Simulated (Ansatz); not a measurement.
# Ge: which structure wins at one pressure, part 1 of 2

Which of bcc, hcp, diamond, beta tin, simple hexagonal has the lowest enthalpy for Ge at one common pressure? Methods of the runs shown: LAPW. Companion runs by PAW are cited.

Program: Ansatz 0.2.0. Level of theory: DFT, LDA, all-electron LAPW, scalar-relativistic. These are calculated values, not measurements.

## (1) The starting structure

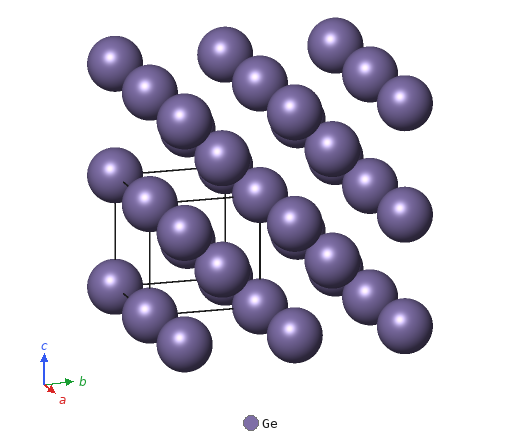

The starting structure, seen slightly off an axis (germanium purple). 2×2×2 cells are drawn. Atoms on the faces are drawn again on the opposite ones. The cell drawn here is the conventional one.

Structure file:

```
CELL_PARAMETERS angstrom
-1.46442 1.46442 1.46442
1.46442 -1.46442 1.46442
1.46442 1.46442 -1.46442
ATOMIC_POSITIONS crystal
Ge 0.00000 0.00000 0.00000
```

## (2) Bcc relaxed under pressure, LAPW

The input, input.yaml:

```yaml
crystal:
  lattice:
    - [-1.4644247001, 1.4644247001, 1.4644247001]
    - [1.4644247001, -1.4644247001, 1.4644247001]
    - [1.4644247001, 1.4644247001, -1.4644247001]
  atoms:
    - { symbol: Ge, position: [0.0, 0.0, 0.0] }
kpoints:
  mp_grid: { grid: [18, 18, 18] }
scf:
  occupations: { method: fermi_dirac, width: 0.08 }
hamiltonian:
  xc: lda
  pseudopotentials: { kind: all_electron, lapw: { basis_error: 0.0005 } }
output:
  forces: true
  stress: true
  eigenvalues: true
relax:
  f_tol: 0.005
  max_steps: 12
  cell: { p_target: 61.0, stress_tol: 0.03 }
```

Launch:

```sh
> ansatz run input.yaml --threads 1 --pin off --max-ram 3584MiB --backend cpu --events-out ev --progress --plain --runs-dir out
```

The log of the run, shortened:

```text
[...]
LAPW: plane waves up to 9.431 Å⁻¹, error target 5.0e-4 eV per atom; small_component_spin mean_spin; Ge in spheres of 1.230 Å, 22 of its electrons in bands, Dirac shells []
[...]
Pseudopotentials: kind: all_electron
Pseudopotential: Ge, LAPW, valence charge 22, Koelling and Harmon's equation, gaussian nucleus
Functional definition: SPW92
[...]
Crystal: 1 atoms, lattice volume = 12.562 Å³
Basis set: ecut = 338.8725254472032 eV, 177 PW (Γ), exchange–correlation at level 2
Bands: 15, of which v1, the nominal top of the filled ones, is band 11 counted from 1 (10 counted from 0)
Symmetry: 48 space group operations
Space group: Im-3m (ITA 229), of the structure as read, at distance tolerance 2.3e-5 Å
k-points: 195 of 5832
[...]
SCF iter   1: F=—  HF=-57036.155839 eV  |F-HF|=—  |Δ(HF+E_count)|=         —  Δρ=1.19e-2  dr2=6.34e-3  ethr=2.87e-5  ⟨swp⟩=3.4  Hψ=20990  notcnv=0
[...]
relax step   1: F+E_penalty+E_count = -57036.12420801 eV  Δ(F+E_penalty+E_count) = +0.000e0 eV  max|allowed force component| = 0.000e0 eV/Å  Δτ_max = 0.0000 Å  P = +61.122 GPa  Ω = 12.562 Å³  (5 SCF iters, accepted)
[...]
relax step   3: F+E_penalty+E_count = -57036.12604401 eV  Δ(F+E_penalty+E_count) = +7.353e-4 eV  max|allowed force component| = 0.000e0 eV/Å  Δτ_max = 0.0000 Å  P = +61.000 GPa  Ω = 12.567 Å³  (2 SCF iters, accepted)
[...]
relax step   4: F+E_penalty+E_count = -57036.12604401 eV  Δ(F+E_penalty+E_count) = +9.459e-11 eV  max|allowed force component| = 0.000e0 eV/Å  Δτ_max = 0.0000 Å  P = +61.000 GPa  Ω = 12.567 Å³  stress off target by 5.05e-5 GPa  SCF on the basis re-selected at this cell (its energy is not [...]
SCF converged after 2 iterations
Free energy (F): -57036.126044 eV
[...]
E sigma→0 (E₀):  -57036.122292 eV
Entropy (-TS):   -0.007504 eV (-7.504 meV/atom)
Fermi energy:    20.684656 eV
[...]
--- Forces (eV/Å), atoms counted from 1 ---
  atom   1  Ge    -0.00000000    -0.00000000     0.00000000
[...]
--- Stress (GPa, compression-positive) ---
       60.999950       0.000000      -0.000000
        0.000000      60.999950       0.000000
       -0.000000       0.000000      60.999950
  P = ⅓ Tr σ = 60.9999 GPa (609.999 kbar)
--- Band table (eV; the first three rows and the last of 195) ---
  k-point 0: bands = ["-142.4526", "-90.0998", "-90.0998", "-90.0998", "-4.5808", "-4.5808", "-4.5808", "-4.3179", "-4.3179", "3.4074", "34.8375", "34.8375", "34.8375", "39.1002", "39.1002"]
[...]
--- Relaxed structure (3 steps of the walk, 3 accepted, 1 SCFs on fresh bases) ---
  F+E_penalty+E_count = -57036.12604401 eV   max|allowed force component| = 0.000e0 eV/Å   (the final SCF, on the basis selected at the relaxed cell)
  cell:  # Å, volume = 12.5669 Å³
    - [-1.4646118762533094, 1.4646118762533094, 1.4646118762533094]
    - [1.4646118762533094, -1.4646118762533094, 1.4646118762533094]
    - [1.4646118762533094, 1.4646118762533094, -1.4646118762533094]
  atoms:
    - { symbol: Ge, position: [0.0, 0.0, 0.0] }
```

It took 20 s on 1 thread of Intel Xeon 6975P-C (Granite Rapids), shared host; peak memory 0.43 GiB.

Relaxation path:

```csv
step,energy from step 1 (eV/cell),largest force component (eV/Å),pressure (GPa),volume (Å³)
1,0.0000,0.0000,61.12,12.56
2,-0.0026,0.0000,60.95,12.57
3,-0.0018,0.0000,61.00,12.57
4,-0.0018,0.0000,61.00,12.57
```

Step 1 is the start. Step 4 repeats the geometry before on a plane-wave basis chosen anew for that cell, so the energy can jump there without any move; the table keeps such jumps.

| input's cell | before | after | change |
| --- | --- | --- | --- |
| a (Å) | 2.536 | 2.537 | +0.0 % |
| b (Å) | 2.536 | 2.537 | +0.0 % |
| c (Å) | 2.536 | 2.537 | +0.0 % |
| volume (Å³/atom) | 12.56 | 12.57 | +0.0 % |

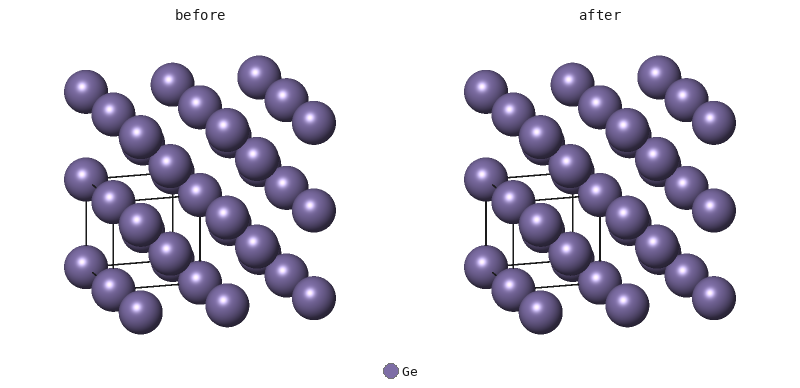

Before and after, at one scale.

In short: pressure 61.00 GPa; no gap.

## (3) Hcp relaxed under pressure, LAPW

The input, input.yaml:

```yaml
crystal:
  lattice:
    - [2.6065871402, 0.0, 0.0]
    - [-1.3032935701, 2.2573706806, 0.0]
    - [0.0, 0.0, 4.2744605922]
  atoms:
    - { symbol: Ge, position: [0.3333333333, 0.6666666667, 0.25] }
    - { symbol: Ge, position: [0.6666666667, 0.3333333333, 0.75] }
kpoints:
  mp_grid: { grid: [16, 16, 9] }
scf:
  occupations: { method: fermi_dirac, width: 0.08 }
hamiltonian:
  xc: lda
  pseudopotentials: { kind: all_electron, lapw: { basis_error: 0.0005 } }
output:
  forces: true
  stress: true
  eigenvalues: true
relax:
  f_tol: 0.005
  max_steps: 12
  cell: { p_target: 61.0, stress_tol: 0.03 }
```

Launch:

```sh
> ansatz run input.yaml --threads 1 --pin off --max-ram 3584MiB --backend cpu --events-out ev --progress --plain --runs-dir out
```

The log of the run:

```text
The last accepted step is kept in <dir> (removed where the run ends without a failure and the disk answers)
LAPW: plane waves up to 9.115 Å⁻¹, error target 5.0e-4 eV per atom; small_component_spin mean_spin; Ge in spheres of 1.264 Å, 22 of its electrons in bands, Dirac shells []
Engine: ansatz 0.2.0
[... 3 set-up lines as earlier in the session ...]
  exchange = slater_x
  correlation = pw_c
Crystal: 2 atoms, lattice volume = 25.151 Å³
Basis set: ecut = 316.56930540751057 eV, 313 PW (Γ), exchange–correlation at level 2
Bands: 27, of which v1, the nominal top of the filled ones, is band 22 counted from 1 (21 counted from 0)
Symmetry: 24 space group operations
Space group: P63/mmc (ITA 194), of the structure as read, at distance tolerance 2.9e-5 Å
k-points: 150 of 2304
Non-local potential: Ge, projectors of the file, none
Initial density: superposition of atomic densities (chi_scale 0.1, normalization cell)
Initial wavefunctions: plane waves of lowest kinetic energy (no species holds an atomic orbital)
Functional: x = slater, c = lda
iter 1 solved again at ethr=2.36e-5 eV; its pass at ethr=1.00e-1 eV (dr2=1.04e-2 eV) is discarded
SCF iter   1: F=—  HF=-114072.303680 eV  |F-HF|=—  |Δ(HF+E_count)|=         —  Δρ=1.00e-2  dr2=1.05e-2  ethr=2.36e-5  ⟨swp⟩=3.3  Hψ=28426  notcnv=0
preconditioner: auto → Kerker (q_TF=auto, 2.995 Å⁻¹)  [metal: Δε(μ)=0.028 eV  Ē_g=26.047 eV  σ=0.080 eV  W_gap=0.09  n_scr=10 (ndim 8)  ℏωp=39.2 eV  f_vac=0.000  D(μ)=0.70/eV (n_scr^D=2)]
SCF iter   2: F=—  HF=-114072.247691 eV  |F-HF|=—  |Δ(HF+E_count)|=   5.60e-2  Δρ=5.79e-3  dr2=4.46e-3  ethr=2.36e-5  ⟨swp⟩=2.0  Hψ=11647  notcnv=0
SCF iter   3: F=—  HF=-114072.240702 eV  |F-HF|=—  |Δ(HF+E_count)|=   6.99e-3  Δρ=3.87e-3  dr2=2.17e-3  ethr=1.01e-5  ⟨swp⟩=2.0  Hψ=11488  notcnv=0
SCF iter   4: F=—  HF=-114072.239644 eV  |F-HF|=—  |Δ(HF+E_count)|=   1.06e-3  Δρ=1.64e-3  dr2=4.79e-4  ethr=4.92e-6  ⟨swp⟩=2.0  Hψ=11494  notcnv=0
iter 5 solved again at ethr=7.84e-9 eV; its pass at ethr=1.09e-6 eV (dr2=3.45e-6 eV) is discarded
SCF iter   5: F=—  HF=-114072.239611 eV  |F-HF|=—  |Δ(HF+E_count)|=   3.35e-5  Δρ=1.33e-4  dr2=3.44e-6  ethr=7.84e-9  ⟨swp⟩=2.1  Hψ=19804  notcnv=0
SCF iter   6: F=—  HF=-114072.239610 eV  |F-HF|=—  |Δ(HF+E_count)|=   1.22e-6  Δρ=3.56e-5  dr2=2.11e-7  ethr=7.81e-9  ⟨swp⟩=2.0  Hψ=11496  notcnv=0
SCF iter   7: F=-114072.239610 eV  HF=-114072.239610 eV  |F-HF|=7.32e-9  |Δ(HF+E_count)|=   3.17e-8  Δρ=6.59e-6  dr2=9.25e-9  ethr=4.80e-10  ⟨swp⟩=2.0  Hψ=11495  notcnv=0
SCF 1 converged in 7 iterations: F = -114072.239610 eV  dr2 = 9.25e-9
relax step   1: F+E_penalty+E_count = -114072.23960960 eV  Δ(F+E_penalty+E_count) = +0.000e0 eV  max|allowed force component| = 3.701e-17 eV/Å  Δτ_max = 0.0000 Å  P = +61.109 GPa  Ω = 25.151 Å³  (7 SCF iters, accepted)
Crystal: 2 atoms, lattice volume = 25.164 Å³
Basis set: ecut = 316.46432242619744 eV, 313 PW (Γ), exchange–correlation at level 2
Initial density: handed on by an earlier stage of this run
Initial wavefunctions: those handed on with the density
iter 1 solved again at ethr=1.57e-10 eV; its pass at ethr=1.00e-1 eV (dr2=6.92e-8 eV) is discarded
SCF iter   1: F=—  HF=-114072.244378 eV  |F-HF|=—  |Δ(HF+E_count)|=         —  Δρ=1.01e-5  dr2=1.53e-8  ethr=1.57e-10  ⟨swp⟩=5.1  Hψ=22626  notcnv=0
preconditioner: auto → Kerker (q_TF=auto, 2.995 Å⁻¹)  [metal: Δε(μ)=0.010 eV  Ē_g=26.491 eV  σ=0.080 eV  W_gap=0.03  n_scr=10 (ndim 8)  ℏωp=39.2 eV  f_vac=0.000  D(μ)=0.70/eV (n_scr^D=2)]
SCF iter   2: F=-114072.244378 eV  HF=-114072.244378 eV  |F-HF|=5.65e-9  |Δ(HF+E_count)|=   2.21e-8  Δρ=6.38e-6  dr2=6.57e-9  ethr=3.47e-11  ⟨swp⟩=2.0  Hψ=11494  notcnv=0
SCF 2 converged in 2 iterations: F = -114072.244378 eV  dr2 = 6.57e-9
relax step   2: F+E_penalty+E_count = -114072.24437757 eV  Δ(F+E_penalty+E_count) = -4.768e-3 eV  max|allowed force component| = 3.007e-17 eV/Å  Δτ_max = 0.0000 Å  P = +60.957 GPa  Ω = 25.164 Å³  (2 SCF iters, accepted)
Crystal: 2 atoms, lattice volume = 25.160 Å³
Basis set: ecut = 316.49402535373343 eV, 313 PW (Γ), exchange–correlation at level 2
iter 1 solved again at ethr=1.65e-11 eV; its pass at ethr=1.00e-1 eV (dr2=7.26e-9 eV) is discarded
SCF iter   1: F=—  HF=-114072.243029 eV  |F-HF|=—  |Δ(HF+E_count)|=         —  Δρ=5.23e-6  dr2=4.82e-9  ethr=1.65e-11  ⟨swp⟩=5.0  Hψ=21833  notcnv=0
preconditioner: auto → Kerker (q_TF=auto, 2.995 Å⁻¹)  [metal: Δε(μ)=0.009 eV  Ē_g=26.492 eV  σ=0.080 eV  W_gap=0.03  n_scr=10 (ndim 8)  ℏωp=39.2 eV  f_vac=0.000  D(μ)=0.70/eV (n_scr^D=2)]
SCF iter   2: F=-114072.243029 eV  HF=-114072.243029 eV  |F-HF|=1.03e-9  |Δ(HF+E_count)|=   2.60e-9  Δρ=3.56e-6  dr2=2.31e-9  ethr=1.10e-11  ⟨swp⟩=2.0  Hψ=11494  notcnv=0
SCF 3 converged in 2 iterations: F = -114072.243029 eV  dr2 = 2.31e-9
relax step   3: F+E_penalty+E_count = -114072.24302939 eV  Δ(F+E_penalty+E_count) = +1.348e-3 eV  max|allowed force component| = 6.014e-17 eV/Å  Δτ_max = 0.0000 Å  P = +61.000 GPa  Ω = 25.160 Å³  (2 SCF iters, accepted)
iter 1 solved again at ethr=8.21e-12 eV; its pass at ethr=1.00e-1 eV (dr2=3.61e-9 eV) is discarded
SCF iter   1: F=—  HF=-114072.243029 eV  |F-HF|=—  |Δ(HF+E_count)|=         —  Δρ=3.55e-6  dr2=2.28e-9  ethr=8.21e-12  ⟨swp⟩=4.5  Hψ=24514  notcnv=0  reapply=44
SCF iter   2: F=-114072.243029 eV  HF=-114072.243029 eV  |F-HF|=2.62e-10  |Δ(HF+E_count)|=   1.89e-9  Δρ=2.38e-6  dr2=1.06e-9  ethr=5.18e-12  ⟨swp⟩=2.0  Hψ=11494  notcnv=0
SCF 4 converged in 2 iterations: F = -114072.243029 eV  dr2 = 1.06e-9
relax step   4: F+E_penalty+E_count = -114072.24302943 eV  Δ(F+E_penalty+E_count) = -4.143e-8 eV  max|allowed force component| = 8.558e-17 eV/Å  Δτ_max = 0.0000 Å  P = +61.000 GPa  Ω = 25.160 Å³  stress off target by 2.51e-3 GPa  SCF on the basis re-selected at this cell (its energy is not comparable with the rows above)  (2 SCF iters)
basis re-selected at this cell: Δ(F+E_penalty+E_count) = -4.143e-8 eV, ΔP = -0.000 GPa vs the last step (what re-selecting the basis moved, after the strain that the cell walked since its last selection, with what the two solves' SCF thresholds leave and, on support functions, any second-order correction that the steps lacked; it is no measure of the basis error at this ecutwfc). This SCF's stress stands 2.51e-3 GPa from its target on what of the cell is left free (relax.cell.stress_tol is 3.00e-2 GPa) and its largest allowed force component is 8.56e-17 eV/Å (relax.f_tol is 5.00e-3 eV/Å): within both
SCF converged after 2 iterations
Free energy (F): -114072.243029 eV
Harris-Foulkes:  -114072.243029 eV  (|F-HF|=2.62e-10)
Internal energy: -114072.228323 eV  (E = F + TS)
E sigma→0 (E₀):  -114072.235676 eV
Entropy (-TS):   -0.014707 eV (-7.353 meV/atom)
Fermi energy:    20.865049 eV
--- Per-component energies (eV) ---
  E_band       = -1628.918247
  E_kinetic    = 116449.199696
  E_xc         = -4186.939992
  E_electrostatic = -226334.488027  (all electrons and nuclei)
  E_smearing   = -0.014707  (= −TS)
  E_closure    = 0.000000  (closes the sum)
  E_atoms      = -114063.943511  (free atoms, spherical and without spin; not in F)
  Σ components = -114072.243029   (vs F -114072.243029, Δ=0.00e0)
  Basis errors (estimates in eV, not in F): energy 1.1e-4 per atom: plane waves 1.1e-4 (5.8e-5 summed), levels above the bands 4.0e-57, relativity 2.9e-9, radial functions 1.2e-6, core shells 7.8e-13; eigenvalues (radial functions only) 2.9e-7; not estimated: angular momenta, meshes, grids; target (lapw.basis_error) 5.0e-4; muffin-tin radii Ge 1.264 Å
--- Forces (eV/Å), atoms counted from 1 ---
  atom   1  Ge     0.00000000     0.00000000     0.00000000
  atom   2  Ge     0.00000000    -0.00000000    -0.00000000
  max |Σ_I F_I| component: 9.25e-18 eV/Å
--- Stress (GPa, compression-positive) ---
       60.998369       0.000000       0.000000
       -0.000000      60.998369      -0.000000
        0.000000      -0.000000      61.002510
  P = ⅓ Tr σ = 60.9997 GPa (609.997 kbar)
--- Band table (eV; the first three rows and the last of 150) ---
  k-point 0: bands = ["-142.4633", "-142.4620", "-90.1205", "-90.1151", "-90.1151", "-90.1130", "-90.1130", "-90.1082", "-4.6227", "-4.5538", "-4.5293", "-4.5293", "-4.5012", "-4.5012", "-4.4377", "-4.4377", "-4.2587", "-4.2587", "3.3813", "11.6552", "12.2612", "30.6818", "30.6818", "33.1629", "33.1629", "34.2890", "35.6214"]
  k-point 1: bands = ["-142.4632", "-142.4621", "-90.1202", "-90.1150", "-90.1150", "-90.1130", "-90.1130", "-90.1086", "-4.6196", "-4.5546", "-4.5344", "-4.5344", "-4.5046", "-4.5046", "-4.4263", "-4.4263", "-4.2616", "-4.2616", "3.4853", "10.1362", "13.9806", "30.7759", "30.7759", "32.4483", "33.1778", "33.1778", "36.1125"]
  k-point 2: bands = ["-142.4631", "-142.4622", "-90.1191", "-90.1148", "-90.1148", "-90.1132", "-90.1132", "-90.1097", "-4.6109", "-4.5575", "-4.5431", "-4.5431", "-4.5138", "-4.5138", "-4.3997", "-4.3997", "-4.2704", "-4.2704", "3.7981", "8.5559", "16.1609", "29.5926", "31.0525", "31.0525", "33.1777", "33.1777", "36.2111"]
  k-point 149: bands = ["-142.4617", "-142.4617", "-90.1224", "-90.1224", "-90.1209", "-90.1204", "-90.1122", "-90.1120", "-4.6029", "-4.6028", "-4.5117", "-4.4647", "-4.4325", "-4.4198", "-4.3819", "-4.3812", "-4.2528", "-4.2461", "13.8727", "14.7981", "15.4456", "16.3570", "16.6409", "17.5427", "28.6728", "29.3270", "32.7354"]
--- Relaxed structure (3 steps of the walk, 3 accepted, 1 SCFs on fresh bases) ---
  F+E_penalty+E_count = -114072.24302943 eV   max|allowed force component| = 8.558e-17 eV/Å   (the final SCF, on the basis selected at the relaxed cell)
  cell:  # Å, volume = 25.1600 Å³
    - [2.6068650508029494, 0.0, 0.0]
    - [-1.3034325254014747, 2.2576113582331656, 0.0]
    - [0.0, 0.0, 4.275074089878063]
  atoms:
    - { symbol: Ge, position: [0.3333333333333333, 0.6666666666666666, 0.25] }
    - { symbol: Ge, position: [0.6666666666666666, 0.3333333333333333, 0.75] }
```

Run time: 42 s. Hardware: 1 thread of Intel Xeon 6975P-C (Granite Rapids), shared host; peak memory 0.6 GiB.

The steps of the relaxation:

```csv
step,energy from step 1 (eV/cell),largest force component (eV/Å),pressure (GPa),volume (Å³)
1,0.0000,0.0000,61.11,25.15
2,-0.0048,0.0000,60.96,25.16
3,-0.0034,0.0000,61.00,25.16
4,-0.0034,0.0000,61.00,25.16
```

Step 1 is the start. Step 4 repeats the geometry before on a plane-wave basis chosen anew for that cell, so the energy can jump there without any move; the table keeps such jumps.

| input's cell | before | after | change |
| --- | --- | --- | --- |
| a (Å) | 2.607 | 2.607 | +0.0 % |
| b (Å) | 2.607 | 2.607 | +0.0 % |
| c (Å) | 4.274 | 4.275 | +0.0 % |
| volume (Å³/atom) | 12.58 | 12.58 | +0.0 % |

Result: pressure 61.00 GPa; no gap.

## (4) Diamond relaxed under pressure, LAPW

The input, input.yaml:

```yaml
crystal:
  lattice:
    - [0.0, 2.4889813008, 2.4889813008]
    - [2.4889813008, 0.0, 2.4889813008]
    - [2.4889813008, 2.4889813008, 0.0]
  atoms:
    - { symbol: Ge, position: [-0.125, -0.125, -0.125] }
    - { symbol: Ge, position: [0.125, 0.125, 0.125] }
kpoints:
  mp_grid: { grid: [13, 13, 13] }
scf:
  occupations: { method: fermi_dirac, width: 0.08 }
hamiltonian:
  xc: lda
  pseudopotentials: { kind: all_electron, lapw: { basis_error: 0.0005 } }
output:
  forces: true
  stress: true
  eigenvalues: true
relax:
  f_tol: 0.005
  max_steps: 12
  cell: { p_target: 61.0, stress_tol: 0.03 }
```

Launch:

```sh
> ansatz run input.yaml --threads 1 --pin off --max-ram 3584MiB --backend cpu --events-out ev --progress --plain --runs-dir out
```

The log of the run, shortened:

```text
[...]
LAPW: plane waves up to 11.486 Å⁻¹, error target 5.0e-4 eV per atom; small_component_spin mean_spin; Ge in spheres of 1.045 Å, 22 of its electrons in bands, Dirac shells []
[...]
[... 3 set-up lines as earlier in the session ...]
[...]
Crystal: 2 atoms, lattice volume = 30.839 Å³
Basis set: ecut = 502.61473143836406 eV, 749 PW (Γ), exchange–correlation at level 2
Bands: 27, of which v1, the nominal top of the filled ones, is band 22 counted from 1 (21 counted from 0)
[... 1 set-up line as earlier in the session ...]
Space group: Fd-3m (ITA 227), of the structure as read, at distance tolerance 3.1e-5 Å
k-points: 84 of 2197
[...]
SCF iter   1: F=—  HF=-114072.774291 eV  |F-HF|=—  |Δ(HF+E_count)|=         —  Δρ=4.84e-2  dr2=7.44e-1  ethr=1.69e-3  ⟨swp⟩=2.0  Hψ=14245  notcnv=0
[...]
--- Forces (eV/Å), atoms counted from 1 ---
  atom   1  Ge    -0.00000000    -0.00000000    -0.00000000
  atom   2  Ge     0.00000000    -0.00000000     0.00000000
[...]
--- Stress (GPa, compression-positive) ---
       61.011344      -0.000000       0.000000
       -0.000000      61.011344       0.000000
        0.000000       0.000000      61.011344
  P = ⅓ Tr σ = 61.0113 GPa (610.113 kbar)
--- Band table (eV; the first three rows and the last of 84) ---
[... band rows left out ...]
[...]
--- Relaxed structure (2 steps of the walk, 2 accepted, 1 SCFs on fresh bases) ---
  F+E_penalty+E_count = -114072.46903874 eV   max|allowed force component| = 6.361e-18 eV/Å   (the final SCF, on the basis selected at the relaxed cell)
  cell:  # Å, volume = 30.8342 Å³
    - [1.2738430082238974e-35, 2.4888616448433254, 2.4888616448433254]
    - [2.4888616448433254, -9.553822561679231e-36, 2.4888616448433254]
    - [2.4888616448433254, 2.4888616448433254, 1.5923037602798716e-35]
  atoms:
    - { symbol: Ge, position: [-0.125, -0.125, -0.125] }
    - { symbol: Ge, position: [0.125, 0.125, 0.125] }
```

Wall time 31 s (1 thread of Intel Xeon 6975P-C (Granite Rapids), shared host); peak memory 0.58 GiB.

Relaxation path:

```csv
step,energy from step 1 (eV/cell),largest force component (eV/Å),pressure (GPa),volume (Å³)
1,0.0000,0.0000,60.97,30.84
2,0.0017,0.0000,61.01,30.83
3,0.0017,0.0000,61.01,30.83
```

Step 1 is the start. Step 3 repeats the geometry before on a plane-wave basis chosen anew for that cell, so the energy can jump there without any move; the table keeps such jumps.

| input's cell | before | after | change |
| --- | --- | --- | --- |
| a (Å) | 3.520 | 3.520 | -0.0 % |
| b (Å) | 3.520 | 3.520 | -0.0 % |
| c (Å) | 3.520 | 3.520 | -0.0 % |
| volume (Å³/atom) | 15.42 | 15.42 | -0.0 % |

In short: pressure 61.01 GPa; no gap.

(Continued in part 2 of 2.)
